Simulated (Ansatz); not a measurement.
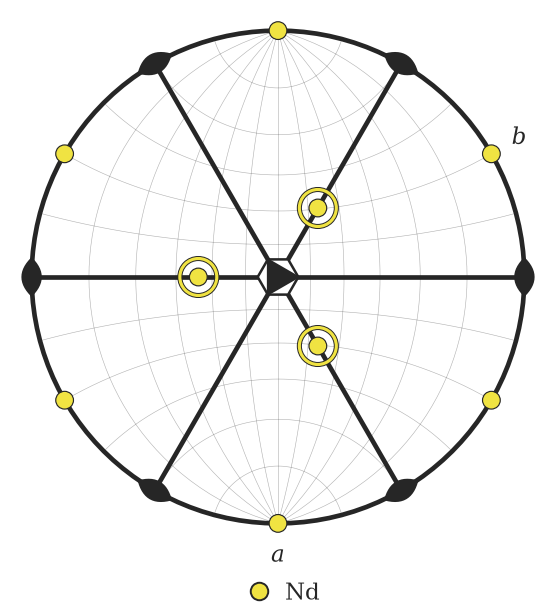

Directions from one neodymium atom at (1/3, 2/3, 1/4) to its bonded neighbours, in stereographic projection down c (filled: above the plane of the page or in it, open: below). Crystal: Nd, the input geometry of an electronic-structure calculation (not necessarily at equilibrium). The drawing is computed from the coordinates (standard cell, symmetry found to 0.002 Å).

Neighbours are counted up to 4.07 Å for Nd. The symmetry elements of the site are drawn in: heavy lines are mirror planes (a heavy rim: a mirror in the plane of the page); lens, triangle, square and hexagon are 2-, 3-, 4- and 6-fold axes, a lens in an open square is −4, a triangle in an open hexagon −6; thin dashed diameters join the ends of axes that lie in the page; a small open circle marks inversion.

```yaml
crystal:
  lattice:
    - [3.68598, 0.00000, 0.00000]
    - [-1.84299, 3.19215, 0.00000]
    - [0.00000, 0.00000, 11.78517]
  atoms:
    - { symbol: Nd, position: [0.00000, 0.00000, 0.00000] }
    - { symbol: Nd, position: [0.00000, 0.00000, 0.50000] }
    - { symbol: Nd, position: [0.33333, 0.66667, 0.25000] }
    - { symbol: Nd, position: [0.66667, 0.33333, 0.75000] }
```

Question: How many neighbours are there, and at what angles?

Answer: 12: 6 Nd at 3.63 Å, 6 Nd at 3.69 Å. Angles between bonds: 60° (18×), 61° (6×), 90° (12×), 108° (3×), 120° (18×), 146° (6×), 180° (3×).

Question: What is the site's symmetry in the crystal?

Answer: Point group -6m2 (D3h), order 12: one −6 axis, three twofold axes, four mirror planes. In No. 194, P6_3/mmc this is Wyckoff position 2c.
